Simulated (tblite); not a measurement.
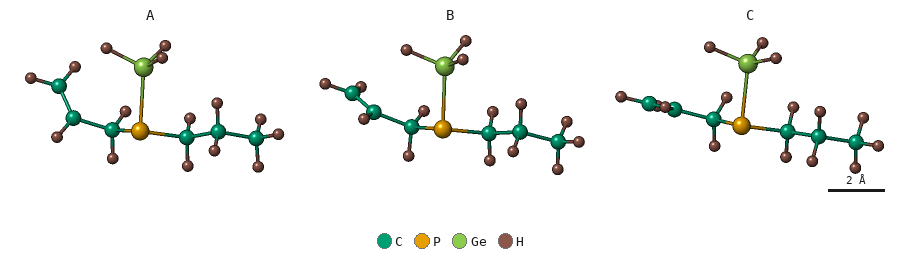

3 geometries from one relaxation of C$_{6}$H$_{15}$GeP, in shuffled order. A ball-and-stick model, seen from a free direction.

Theory: tblite, GFN2-xTB geometry optimisation, gas phase. 

Put them in the order of the run, from the start to the converged end.

Answer. C, B, A. They are steps 0, 62, 156, at +0.329 eV, +0.073 eV relative to the last. The energy falls by 0.329 eV in 156 geometry steps. The atom that moves furthest after the best rigid fit is an H atom (1.77 Å). By element the largest moves are H 1.77 Å, C 0.84 Å, Ge 0.27 Å, P 0.21 Å. Near-neighbour distances that change, for instance: Ge–H 1.559 → 1.512 Å, Ge–H 1.543 → 1.500 Å, Ge–P 2.289 → 2.323 Å, C–H 1.117 → 1.088 Å. Bond angles that change, for instance: P–Ge–H 109.5° → 115.4°, H–Ge–H 109.8° → 104.2°, H–Ge–H 109.7° → 104.7°. Groups turn about C–C by about 70°.
